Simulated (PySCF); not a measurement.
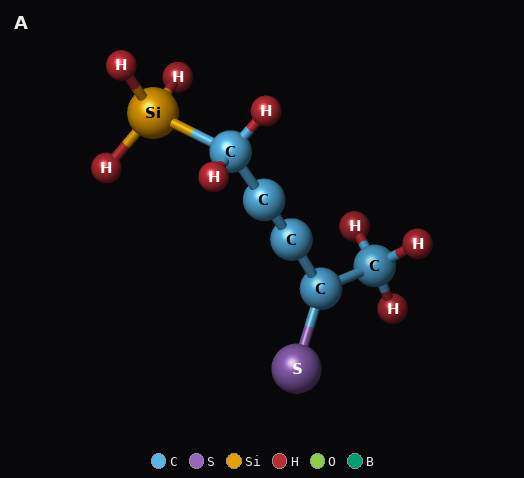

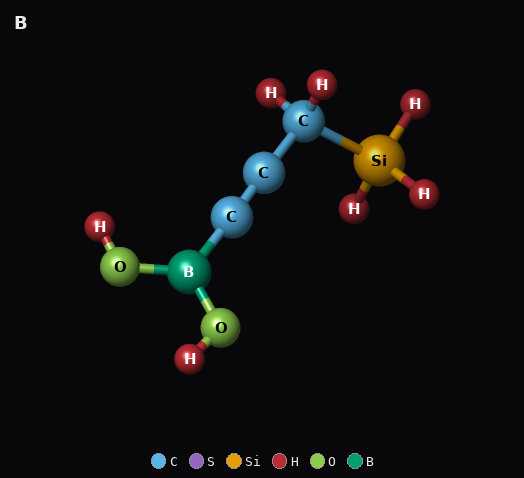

Two related species, optimised with GFN2-xTB; properties computed with PySCF 2.14.0. Both: charge 0, singlet.

Question: What are A and B?

Answer: A is C5H8SSi (CC(=S)C#CC[SiH3]), B is C3H7BO2Si (OB(O)C#CC[SiH3]).

Compare them. With PBE0/def2-SVPD: dipole moment (D), HOMO–LUMO gap (eV), HOMO energy (Kohn–Sham orbital) (eV), lowest vertical singlet excitation (eV), mean static polarisability (bohr³). With PBE0/pcSseg-1: shielding of Si (ppm), Hirshfeld charge of Si (e), IAO charge of Si (e). With GFN2-xTB: mean Si–C length (Å), mean Si–H length (Å).

```
                               quantity      A      B
                      dipole moment (D)   3.94   1.95
                     HOMO–LUMO gap (eV)   3.78   7.21
   HOMO energy (Kohn–Sham orbital) (eV)  −6.26  −7.48
lowest vertical singlet excitation (eV)   2.16   5.42
     mean static polarisability (bohr³)  120.6   86.5
                  shielding of Si (ppm)  417.5  417.9
             Hirshfeld charge of Si (e)   0.34   0.34
                   IAO charge of Si (e)   0.64   0.64
                   mean Si–C length (Å)  1.924  1.914
                   mean Si–H length (Å)  1.462  1.464
```

Each is one conformer, and no frequency run is at hand to confirm it as a minimum.

The geometry is semi-empirical. Around B, Si such bond lengths and angles can be off by a tenth of an ångström or more and by several degrees, and values that hang on the shape move with them.
